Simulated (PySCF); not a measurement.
System: C$_{7}$H$_{9}$FO.

```xyz
18

C     2.6978   -0.3880    0.5078
C     1.4106   -0.0576    0.5982
C     0.6208    0.5765   -0.5110
C    -0.3321   -0.4016   -1.2013
C    -1.3916   -0.9114   -0.2294
C    -1.8772    0.2412    0.5712
F    -3.0155    0.0529    1.2551
C    -1.2573    1.4261    0.6230
O    -0.0915    1.7034   -0.0067
H     3.2770   -0.1915   -0.4009
H     3.2255   -0.8666    1.3366
H     0.8566   -0.2546    1.5234
H     1.3151    0.9905   -1.2573
H     0.2490   -1.2291   -1.6328
H    -0.8195    0.1323   -2.0329
H    -0.9921   -1.7054    0.4272
H    -2.2397   -1.3591   -0.7733
H    -1.6622    2.2693    1.1860
```

Geometry: PBE0-D3(BJ)/def2-SVP.

Level of theory: PBE0/pcSseg-1, SCF density, gas phase, non-relativistic in PySCF 2.14.0.

What will maps of the electron density and electron localisation function show?

Answer. C–C (1.34 Å): ρ at the midpoint is about 2.3 e/Å³; the ELF peaks at about 0.95 between the atoms; a multiple bond.
C–F (1.34 Å): ρ at the midpoint is about 2.3 e/Å³; the ELF peaks at about 0.85 between the atoms, as expected for a polar covalent bond.
C–O (1.35 Å): ρ at the midpoint is about 2.3 e/Å³, with its minimum of 2 e/Å³ about 0.5 Å from C; the ELF peaks at about 0.90 between the atoms; a polar covalent bond.
C–H (1.09 Å): ρ is about 2 e/Å³ halfway; the ELF climbs to about 1 towards the hydrogen, as it does in any bond to H; an ordinary covalent bond to hydrogen.

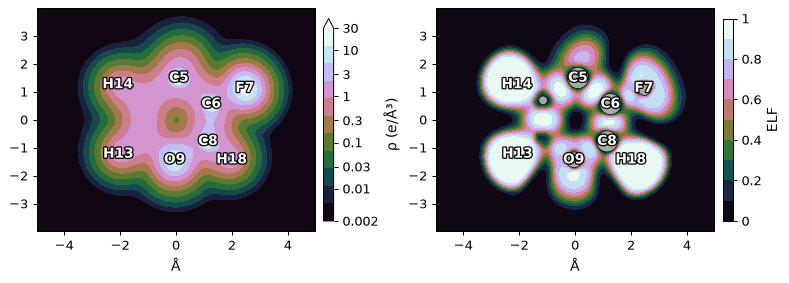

Computed electron density and electron localisation function on the plane of atoms C5, C6 and C8, in this order. Grey discs cover the atomic cores in the ELF map. 
